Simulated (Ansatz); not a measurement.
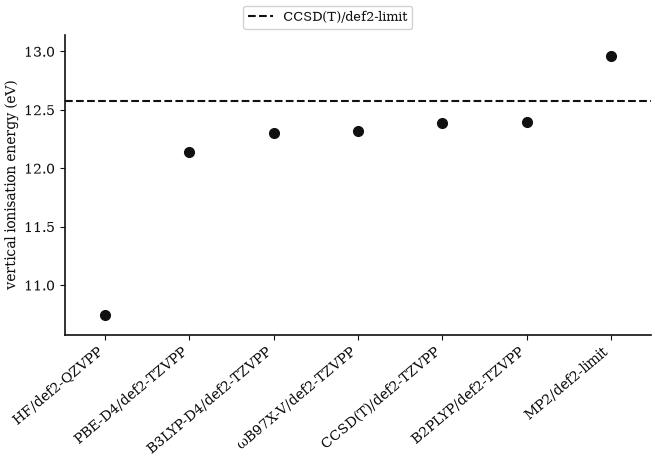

Vertical ionisation energy of BHO₂, SMILES O=BO, taken as the energy of the cation less that of the neutral at fixed geometry (unrestricted doublet cation, cores frozen in correlated methods, no spin-orbit coupling), the Ansatz code, at a PBE0-D4/def2-TZVP geometry (a minimum by its frequencies). Limit means an estimate of the basis limit from triple and quadruple zeta; for coupled cluster it is either extrapolated directly or built as the MP2 limit plus the step from MP2 in triple zeta. B2PLYP/def2-TZVPP holds a correlation term that converges slowly with the basis, so part of the distance to the limit is basis error. The distance of CCSD(T)/def2-TZVPP to the limit includes basis error.

Question: Which level comes closest to the line (CCSD(T)/def2-limit), and which misses most?

Answer: Closest B2PLYP/def2-TZVPP (12.39 eV), against 12.58 eV; farthest HF/def2-QZVPP (10.75 eV).

Question: Give the values.

Answer:
```
              level     eV  less CCSD(T)/def2-limit
      HF/def2-QZVPP  10.75                    −1.83
  PBE-D4/def2-TZVPP  12.14                    −0.44
B3LYP-D4/def2-TZVPP  12.30                    −0.28
 ωB97X-V/def2-TZVPP  12.32                    −0.26
 CCSD(T)/def2-TZVPP  12.39                    −0.19
  B2PLYP/def2-TZVPP  12.39                    −0.18
     MP2/def2-limit  12.96                     0.39
 CCSD(T)/def2-limit  12.58                     0.00
```
